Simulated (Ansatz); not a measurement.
**B3BrH6N4 (SMILES NB1NBNB(Br)N1): density, localisation and related maps**

```xyz
14

B     2.4599    1.0237   -0.6730
B     0.5336    1.0632    0.9587
B     2.7033    0.0447    1.6197
Br    3.8078   -0.8656    2.9597
N     3.0023    1.3293   -1.9451
N     1.1000    1.3593   -0.3107
N     1.3599    0.3976    1.9233
N     3.2398    0.3522    0.3483
H     2.4795    1.7966   -2.6735
H     3.9497    1.1024   -2.2154
H     0.5133    1.8295   -0.9896
H    -0.6066    1.3608    1.2211
H     0.9818    0.1746    2.8354
H     4.1995    0.0903    0.1569
```

Geometry: B3LYP-D3(BJ)/def2-SVP.

Computed with Ansatz, isolated molecule in a Gaussian basis; Kohn-Sham density functional theory, functional PBE0.

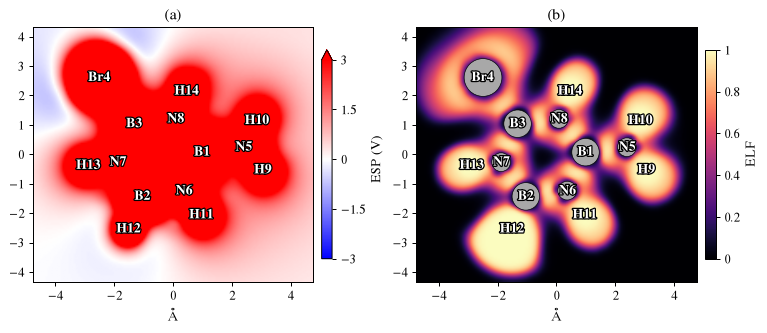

Figure 1. (a) electrostatic potential; (b) electron localisation function on the molecular plane. Grey discs cover the atomic cores in the ELF map.

Read the bonding off the picture.

- The plane passes through B, Br, N and H nuclei.
- B–N (1.41 Å): the ELF peaks at about 0.95 between the atoms; a polar covalent bond.
- B–Br (1.96 Å): the ELF peaks at about 0.90 between the atoms: a shared but strongly polarised pair.
- N–H (1.01 Å): the ELF climbs to about 1 towards the hydrogen, as it does in any bond to H: a covalent bond by its length.
- B–H (1.21 Å): the ELF climbs to about 1 towards the hydrogen: a covalent bond by its length.
- The ELF also peaks beside Br4, away from the bonds: lone-pair regions.
- Outside the dense part of the molecule the potential is most negative (−0.7 V) near Br4.

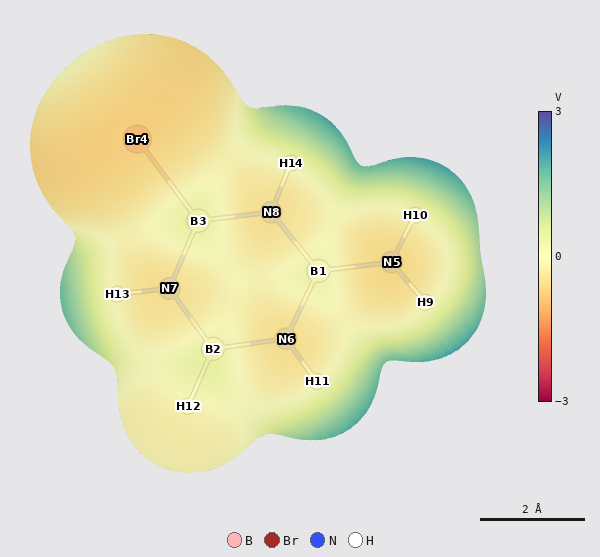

Figure 2. The molecular electrostatic potential painted on the density surface at 0.002 e/bohr³, seen across its widest extent; the colour scale runs from red (negative) to blue (positive).

Which sites attract a positive test charge, and which a negative one?

A positive charge is drawn to the negative regions and a negative charge to the positive ones. The most negative region (about −0.7 V) lies over Br4, the most positive (about +2.0 V) over H9, H10 and H14.

How polar is the molecule by this calculation?

Its dipole moment is 3.39 D.

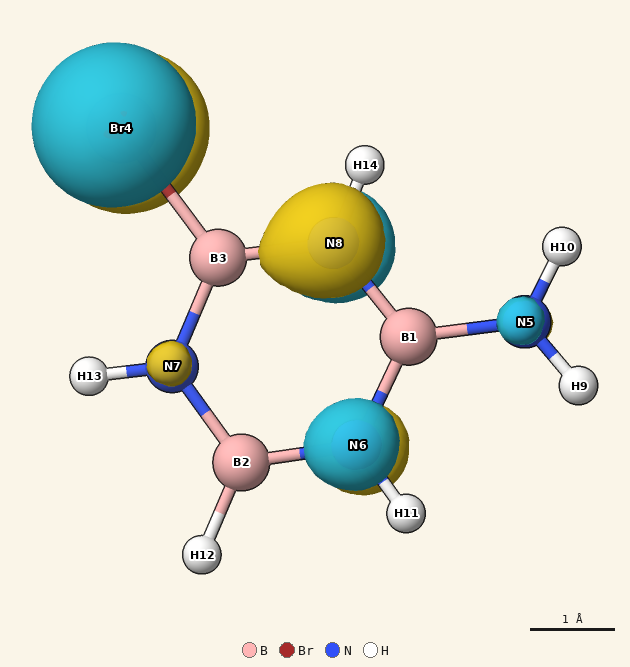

Figure 3. The HOMO−1 at ±0.15 Å⁻³ᐟ² (yellow and cyan are the two phases), seen across its widest extent.

What is the character of this orbital?

Its weight (Hirshfeld) is mainly on Br4 (about 55 %), N8 (about 20 %) and N6 (about 10 %); it changes sign across the molecular plane (π type). Its energy is −7.78 eV.
